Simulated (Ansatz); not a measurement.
# NaB in Ibam, a phase reached by a soft mode: a soft mode frozen in, part 2 of 3

Which phase does NaB in Ibam, a phase reached by a soft mode fall into along its unstable mode, and how much energy does it gain?

Ansatz 0.2.0; DFT PBEsol, scalar-relativistic, plane waves, PAW; PAW set soft_1.

So far. Step 4 (The mode frozen in, largest atomic shift 0.45 Å): The run ends at a pressure of -0.73 GPa, with forces up to 0.93 eV/Å. Step 5 (Energy along the mode, all amplitudes (two of the runs …): The lowest of the steps tried is at 0.45 Å, 55.7 meV/atom below the parent; the bottom of the well need not coincide with a step.

**6. Relaxing from the distorted cell**

Starting from the lowest point found, all atoms and the cell are let go, so that strain and other modes of the same symmetry can join in.

File input.yaml:

```yaml
crystal:
  lattice:
    - [-3.9791959742, 4.9511401026, 1.6110593459]
    - [3.9791959742, -4.9511401026, 1.6110593459]
    - [3.9791959742, 4.9511401026, -1.6110593459]
  atoms:
    - { symbol: Na, position: [0.1352961569, 0.6744439093, 0.8135647551] }
    - { symbol: Na, position: [0.6352961569, 0.8217314018, 0.4608522476] }
    - { symbol: Na, position: [0.3647038431, 0.1782685982, 0.5391477524] }
    - { symbol: Na, position: [0.8647038431, 0.3255560907, 0.1864352449] }
    - { symbol: B, position: [0.4649451493, 0.3529148467, 0.0971793155] }
    - { symbol: B, position: [-0.0350548507, -0.1322341661, 0.1120303026] }
    - { symbol: B, position: [1.0350548507, 1.1322341661, 0.8879696974] }
    - { symbol: B, position: [0.5350548507, 0.6470851533, 0.9028206845] }
kpoints:
  mp_grid: { grid: [12, 12, 12] }
hamiltonian:
  xc: pbesol
  pseudopotentials: { kind: paw, azcp: { folder: soft_1 }, xc_functional: pbe }
scf:
  occupations: { method: methfessel_paxton, width: 0.2 }
output:
  forces: true
  stress: true
  eigenvalues: true
relax:
  adjacent_minimum: "off"
  f_tol: 0.002
  max_steps: 120
  cell: { stress_tol: 0.03 }
```

On the command line:

```
> ansatz run input.yaml --threads 4 --pin off --max-ram 10240MiB --backend cpu --events-out ev --progress --plain --runs-dir out
```

Numbers of over 12 decimals in the logs are rounded to 6 here.

The log of the run:

```text
[...]
Crystal: 8 atoms, lattice volume = 126.962 Å³
Basis set: ecut = 420 eV, 2469 PW (Γ), FFT grids on a1+a2, a2, a3, exchange–correlation on 48×90×90 points (8 copies of the dense FFT grid, shifted against one another)
Bands: 32, of which v1, the nominal top of the filled ones, is band 24 counted from 1 (23 counted from 0)
Symmetry: 4 space group operations
[...]
k-points: 476 of 1728
[...]
SCF iter   1: F=—  HF=-6512.604820 eV  |F-HF|=—  |Δ(HF+E_count)|=         —  Δρ=4.78e-2  dr2=3.05e0  ethr=3.10e-3  ⟨swp⟩=5.7  Hψ=63183  notcnv=0
[...]
SCF iter   9: F=-6511.621191 eV  HF=-6511.621191 eV  |F-HF|=1.51e-9  |Δ(HF+E_count)|=   3.74e-9  S|Δr|=    0.00e0  Δρ=1.80e-6  dr2=7.67e-9  ethr=2.08e-10  ⟨swp⟩=11.4  Hψ=74161  notcnv=0
SCF 1 converged in 9 iterations: F = -6511.621191 eV  dr2 = 7.67e-9
[...]
relax step   1: F+E_penalty+E_count = -6511.62119137 eV  Δ(F+E_penalty+E_count) = +0.000e0 eV  max|allowed force component| = 9.133e-1 eV/Å  Δτ_max = 0.0000 Å  P = -0.733 GPa  Ω = 126.962 Å³  (9 SCF iters, dr2 threshold 1.00e-7 eV, accepted)
Crystal: 8 atoms, lattice volume = 126.832 Å³
Basis set: ecut = 420 eV, 2481 PW (Γ), FFT grids on a1+a2, a2, a3, exchange–correlation on 48×90×90 points (8 copies of the dense FFT grid, shifted against one another)
[...]
iter 1 solved again at ethr=2.21e-4 eV; its pass at ethr=3.10e-3 eV (dr2=1.06e-1 eV) is discarded
[...]
SCF iter   6: F=-6511.958863 eV  HF=-6511.958863 eV  |F-HF|=1.91e-7  |Δ(HF+E_count)|=   3.12e-7  S|Δr|=    0.00e0  Δρ=1.74e-5  dr2=2.78e-7  ethr=1.67e-9  ⟨swp⟩=8.0  Hψ=71803  notcnv=0
SCF 2 converged in 6 iterations: F = -6511.958863 eV  dr2 = 2.78e-7
[...]
relax step   2: F+E_penalty+E_count = -6511.95886255 eV  Δ(F+E_penalty+E_count) = -3.377e-1 eV  max|allowed force component| = 9.417e-1 eV/Å  Δτ_max = 0.0858 Å  P = -1.119 GPa  Ω = 126.832 Å³  energy of the carried Pulay correction = +3.803e-5 eV  (6 SCF iters, dr2 threshold 8.00e-7 eV, accepted)
Crystal: 8 atoms, lattice volume = 124.350 Å³
Basis set: ecut = 420 eV, 2429 PW (Γ), FFT grids on a1+a2, a2, a3, exchange–correlation on 48×90×90 points (8 copies of the dense FFT grid, shifted against one another)
SCF iter   1: F=—  HF=-6512.643391 eV  |F-HF|=—  |Δ(HF+E_count)|=         —  Δρ=2.90e-2  dr2=1.56e0  ethr=3.10e-3  ⟨swp⟩=6.4  Hψ=70933  notcnv=0
[...]
SCF iter   7: F=-6512.094762 eV  HF=-6512.094762 eV  |F-HF|=1.61e-7  |Δ(HF+E_count)|=   1.96e-7  S|Δr|=    0.00e0  Δρ=1.71e-5  dr2=2.97e-7  ethr=1.67e-9  ⟨swp⟩=11.9  Hψ=77867  notcnv=0
SCF 3 converged in 7 iterations: F = -6512.094762 eV  dr2 = 2.97e-7
relax step   3: F+E_penalty+E_count = -6512.09476184 eV  Δ(F+E_penalty+E_count) = -1.359e-1 eV  max|allowed force component| = 1.229e0 eV/Å  Δτ_max = 0.1950 Å  P = +3.459 GPa  Ω = 124.350 Å³  energy of the carried Pulay correction = +7.770e-4 eV  (7 SCF iters, dr2 threshold 8.00e-7 eV, accepted)
[... from here on, the SCF cycles and remarks between the steps are left out ...]
relax step   4: F+E_penalty+E_count = -6512.10989357 eV  Δ(F+E_penalty+E_count) = -1.513e-2 eV  max|allowed force component| = 6.084e-1 eV/Å  Δτ_max = 0.1205 Å  P = -2.926 GPa  Ω = 128.085 Å³  energy of the carried Pulay correction = -3.293e-4 eV  (7 SCF iters, dr2 threshold 8.00e-7 eV, accepted)
relax step   5: F+E_penalty+E_count = -6512.24760655 eV  Δ(F+E_penalty+E_count) = -1.377e-1 eV  max|allowed force component| = 4.868e-1 eV/Å  Δτ_max = 0.0668 Å  P = -0.648 GPa  Ω = 126.183 Å³  energy of the carried Pulay correction = +2.300e-4 eV  (6 SCF iters, dr2 threshold 8.00e-7 eV, accepted)
relax step   6: F+E_penalty+E_count = -6512.29057642 eV  Δ(F+E_penalty+E_count) = -4.297e-2 eV  max|allowed force component| = 1.547e-1 eV/Å  Δτ_max = 0.0515 Å  P = +1.028 GPa  Ω = 125.174 Å³  energy of the carried Pulay correction = +5.301e-4 eV  (6 SCF iters, dr2 threshold 8.00e-7 eV, accepted)
relax step   7: F+E_penalty+E_count = -6512.29881082 eV  Δ(F+E_penalty+E_count) = -8.234e-3 eV  max|allowed force component| = 7.701e-2 eV/Å  Δτ_max = 0.0179 Å  P = -0.372 GPa  Ω = 126.518 Å³  energy of the carried Pulay correction = +1.309e-4 eV  (6 SCF iters, dr2 threshold 8.00e-7 eV, accepted)
relax step   8: F+E_penalty+E_count = -6512.30262245 eV  Δ(F+E_penalty+E_count) = -3.812e-3 eV  max|allowed force component| = 1.433e-2 eV/Å  Δτ_max = 0.0056 Å  P = -0.012 GPa  Ω = 126.263 Å³  energy of the carried Pulay correction = +2.062e-4 eV  (5 SCF iters, dr2 threshold 8.00e-7 eV, accepted)
relax step   9: F+E_penalty+E_count = -6512.30293139 eV  Δ(F+E_penalty+E_count) = -3.089e-4 eV  max|allowed force component| = 8.948e-3 eV/Å  Δτ_max = 0.0062 Å  P = +0.019 GPa  Ω = 126.213 Å³  energy of the carried Pulay correction = +2.210e-4 eV  (6 SCF iters, dr2 threshold 1.57e-8 eV, accepted)
relax step  10: F+E_penalty+E_count = -6512.30296436 eV  Δ(F+E_penalty+E_count) = -3.297e-5 eV  max|allowed force component| = 4.223e-3 eV/Å  Δτ_max = 0.0037 Å  P = +0.008 GPa  Ω = 126.322 Å³  energy of the carried Pulay correction = +1.889e-4 eV  (6 SCF iters, dr2 threshold 5.00e-9 eV, accepted)
relax step  11: F+E_penalty+E_count = -6512.30298826 eV  Δ(F+E_penalty+E_count) = -2.390e-5 eV  max|allowed force component| = 5.338e-4 eV/Å  Δτ_max = 0.0016 Å  P = -0.002 GPa  Ω = 126.312 Å³  energy of the carried Pulay correction = +1.917e-4 eV  (5 SCF iters, dr2 threshold 2.93e-9 eV, accepted)
[...]
SCF iter   5: F=-6512.303216 eV  HF=-6512.303216 eV  |F-HF|=1.82e-12  |Δ(HF+E_count)|=  7.82e-11  S|Δr|=    0.00e0  Δρ=7.72e-8  dr2=1.04e-11  ethr=1.00e-12  ⟨swp⟩=5.3  Hψ=69609  notcnv=0
SCF 12 converged in 5 iterations: F = -6512.303216 eV  dr2 = 1.04e-11
relax step  12: F+E_penalty+E_count = -6512.30321627 eV  Δ(F+E_penalty+E_count) = -2.280e-4 eV  max|allowed force component| = 1.005e-3 eV/Å  Δτ_max = 0.0000 Å  P = +0.002 GPa  Ω = 126.312 Å³  stress off target by 2.12e-2 GPa  SCF on the basis re-selected at this cell (its energy is not comparable with the rows above)  (5 SCF iters)
basis re-selected at this cell: Δ(F+E_penalty+E_count) = -2.280e-4 eV, ΔP = +0.004 GPa vs the last step (what re-selecting the basis moved, of the pressure what is left beyond the Pulay correction that the steps carried, after the strain that the cell walked since its last selection, with what the two solves' SCF thresholds leave and, on support functions, any second-order correction that the steps lacked; it is no m [...]
SCF converged after 5 iterations
[...]
Free energy (F): -6512.303216 eV
[...]
Internal energy: -6512.306941 eV  (E = F + TS)
E sigma→0 (E₀):  -6512.304147 eV
Entropy (-TS):   0.003725 eV (0.466 meV/atom)
Fermi energy:    5.278077 eV
[...]
--- Forces (eV/Å), atoms counted from 1 ---
  atom   1  Na     0.00002156     0.00020207     0.00037543
  atom   2  Na    -0.00002156     0.00020207     0.00037543
  atom   3  Na     0.00002156    -0.00020207    -0.00037543
  atom   4  Na    -0.00002156    -0.00020207    -0.00037543
  atom   5  B     -0.00014333     0.00100453     0.00010496
  atom   6  B      0.00014333     0.00100453     0.00010496
  atom   7  B     -0.00014333    -0.00100453    -0.00010496
  atom   8  B      0.00014333    -0.00100453    -0.00010496
  max |Σ_I F_I| component: 0.00e0 eV/Å
--- Stress (GPa, compression-positive) ---
       -0.004787      -0.000000      -0.000000
       -0.000000      -0.010539       0.001848
       -0.000000       0.001848       0.021087
  P = ⅓ Tr σ = 0.0019 GPa (0.019 kbar)
--- Band table (eV; the first three rows and the last of 476) ---
  k-point 0: bands = [... 20 lower, 0.0413, 0.0541, 3.0170, 3.4096, 6.1289, 7.3633, 8.1663, 8.9774, ... 4 higher]
  k-point 1: bands = [... 20 lower, 0.0154, 0.1292, 3.0454, 3.4004, 6.1915, 7.1016, 8.4200, 8.8878, ... 4 higher]
  k-point 2: bands = [... 20 lower, 0.0082, 0.2340, 3.1266, 3.3827, 6.3632, 6.6851, 8.3298, 9.0099, ... 4 higher]
  k-point 475: bands = [... 20 lower, 0.0028, 0.7558, 3.0888, 4.3893, 5.1627, 6.1605, 9.1273, 9.1465, ... 4 higher]
--- Relaxed structure (11 steps of the walk, 11 accepted, 1 SCFs on fresh bases) ---
  F+E_penalty+E_count = -6512.30321627 eV   max|allowed force component| = 1.005e-3 eV/Å   (the final SCF, on the basis selected at the relaxed cell)
  cell:  # Å, volume = 126.3121 Å³
    - [-3.998895, 4.816075, 1.624349]
    - [3.998895, -4.825049, 1.651929]
    - [3.998895, 4.825049, -1.651929]
  atoms:
    - { symbol: Na, position: [0.132527, 0.661001, 0.810803] }
    - { symbol: Na, position: [0.632527, 0.821723, 0.471526] }
    - { symbol: Na, position: [0.367473, 0.178277, 0.528474] }
    - { symbol: Na, position: [0.867473, 0.338999, 0.189197] }
    - { symbol: B, position: [0.461535, 0.370094, 0.078231] }
    - { symbol: B, position: [-0.038465, -0.116695, 0.091441] }
    - { symbol: B, position: [1.038465, 1.116695, 0.908559] }
    - { symbol: B, position: [0.538465, 0.629906, 0.921769] }
```

It took 4.8 min on 4 threads of Arm Neoverse V2, shared host; peak memory 1.5 GiB; 19 min of CPU time.

The steps of the relaxation:

```
step  energy less that of the first step (eV)  largest force component (eV/Å)  pressure (GPa)  volume (Å³)
   1                                   0.0000                          0.9133           -0.73       126.96
   2                                  -0.3377                          0.9417           -1.12       126.83
   3                                  -0.4736                          1.2286            3.46       124.35
   4                                  -0.4887                          0.6084           -2.93       128.08
   5                                  -0.6264                          0.4868           -0.65       126.18
   6                                  -0.6694                          0.1547            1.03       125.17
   7                                  -0.6776                          0.0770           -0.37       126.52
   8                                  -0.6814                          0.0143           -0.01       126.26
   9                                  -0.6817                          0.0089            0.02       126.21
  10                                  -0.6818                          0.0042            0.01       126.32
  11                                  -0.6818                          0.0005            0.00       126.31
 12*                                  -0.6820                          0.0010            0.00       126.31
```

Relaxation steps marked * repeat the geometry before them on a plane-wave basis chosen anew for their cell, so energy and pressure can jump there.

The run keeps the 4 symmetry operations that it works with, so distortions that break them were not tested.

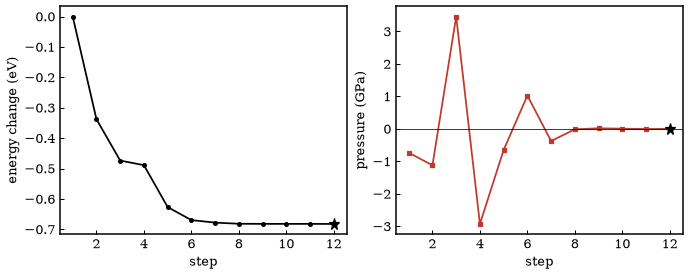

Energy and pressure along the relaxation. Stars mark steps on a basis chosen anew.

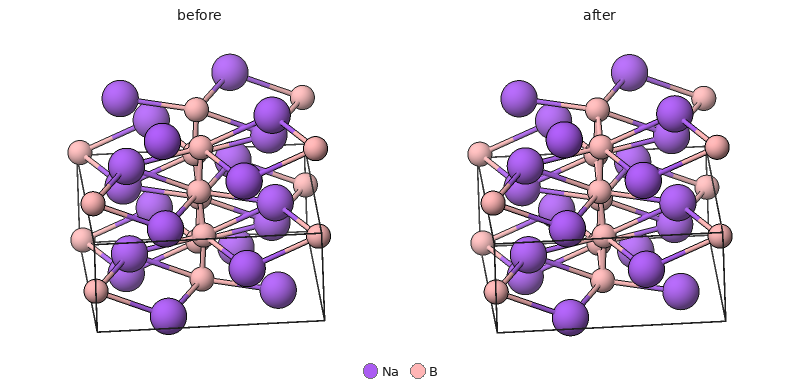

Before and after, at one scale. Bonds to atoms that aren't drawn are left out.

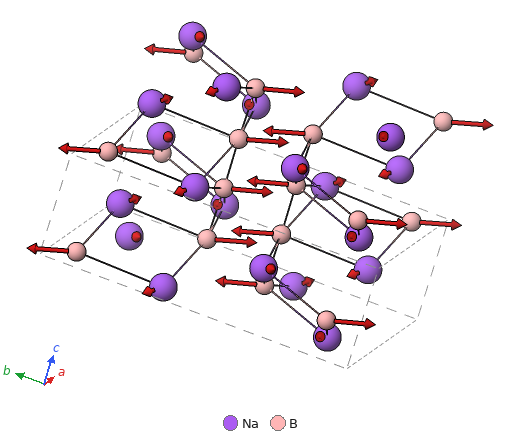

Displacements in the relaxation, exaggerated, measured against the changing cell; the longest in the cell stands for 0.20 Å. Bonds to atoms that aren't drawn are left out. 1×1×2 conventional cells are drawn. Some periodic images of atoms are drawn too.

| cell as run | before | after | change |
| --- | --- | --- | --- |
| a (Å) | 6.553 | 6.467 | -1.3 % |
| b (Å) | 6.553 | 6.481 | -1.1 % |
| c (Å) | 6.553 | 6.481 | -1.1 % |
| α (°) | 105.22 | 103.80 | -1.4 % |
| β (°) | 81.85 | 83.75 | +2.3 % |
| γ (°) | 151.54 | 150.69 | -0.6 % |
| volume (Å³/atom) | 15.87 | 15.79 | -0.5 % |

The atoms that moved most (Å, as changes of fractional coordinates times the final cell):

```csv
atom,dx,dy,dz,length
B7,0.007,0.191,-0.054,0.198
B6,-0.007,-0.191,0.054,0.198
B5,0.007,-0.191,0.054,0.198
B8,-0.007,0.191,-0.054,0.198
Na3,-0.054,-0.038,0.022,0.070
Na2,0.054,0.038,-0.022,0.070
Na1,-0.054,0.038,-0.022,0.070
Na4,0.054,-0.038,0.022,0.070
```

Numbers from this step:

```yaml
pressure: 0.001921 GPa
volume_per_atom: 15.79 Å³
```

The distorted start has space group C2/c; the relaxation ends in C2/c.

**7. The new phase in its own primitive cell**

The relaxed structure is symmetrised, reduced to its primitive cell and relaxed tightly, as its phonons need.

input.yaml, the sections that differ from step 6:

```yaml
crystal:
  lattice:
    - [5.0826259541, -3.9988954735, 0.0]
    - [5.0826259541, 3.9988954735, 0.0]
    - [-1.0385569689, 0.0, 3.1073264149]
  atoms:
    - { symbol: Na, position: [0.4715258481, 0.8108033557, 0.1498024617] }
    - { symbol: Na, position: [0.8108033557, 0.4715258481, 0.6498024617] }
    - { symbol: Na, position: [0.1891966443, 0.5284741519, 0.3501975383] }
    - { symbol: Na, position: [0.5284741519, 0.1891966443, 0.8501975383] }
    - { symbol: B, position: [0.091441085, 0.0782307447, 0.708136384] }
    - { symbol: B, position: [0.0782307447, 0.091441085, 0.208136384] }
    - { symbol: B, position: [0.9217692553, 0.908558915, 0.791863616] }
    - { symbol: B, position: [0.908558915, 0.9217692553, 0.291863616] }
kpoints:
  mp_grid: { grid: [6, 6, 12] }
relax:
  adjacent_minimum: "off"
  f_tol: 0.001
  max_steps: 60
  cell: { stress_tol: 0.01 }
# hamiltonian, scf, output: as in step 6
```

The log of the run:

```text
[...]
Crystal: 8 atoms, lattice volume = 126.312 Å³
Basis set: ecut = 420 eV, 2485 PW (Γ), exchange–correlation on 90×90×48 points (8 copies of the dense FFT grid, shifted against one another)
Bands: 32, of which v1, the nominal top of the filled ones, is band 24 counted from 1 (23 counted from 0)
Symmetry: 4 space group operations
[...]
k-points: 131 of 432
[...]
atoms:
    - { symbol: Na, position: [0.471561, 0.810801, 0.149760] }
    - { symbol: Na, position: [0.810801, 0.471561, 0.649760] }
    - { symbol: Na, position: [0.189199, 0.528439, 0.350240] }
    - { symbol: Na, position: [0.528439, 0.189199, 0.850240] }
    - { symbol: B, position: [0.091427, 0.078220, 0.708138] }
    - { symbol: B, position: [0.078220, 0.091427, 0.208138] }
    - { symbol: B, position: [0.921780, 0.908573, 0.791862] }
    - { symbol: B, position: [0.908573, 0.921780, 0.291862] }
[key lines of the parts left out:]
SCF converged after 5 iterations
Free energy (F): -6512.303768 eV
Fermi energy:    5.275510 eV
P = ⅓ Tr σ = 0.0023 GPa (0.023 kbar)
```

The job ended after 23 s (4 threads; peak memory 0.7 GiB; 91 s of CPU time).

Little changed from the start: no atom moved by 0.005 Å and no cell edge by 0.1 %.

Numbers from this step:

- pressure: 0.002332 GPa

The largest force component left is 0.27 meV/Å and the pressure is 0.002 GPa, within the tolerances set. The cell now holds 15.79 Å³/atom.

(Part 2 of 3 ends here.)

[Logs are printed without paths, hosts, clocks, repeated set-up lines and the standing remarks that a program may print on its own settings, such as how far it seeks lower states.]

[Hosts, paths, dates, database ids (printed as entryN), source tags and the programs' standing remarks are cut or masked in the printed files.]
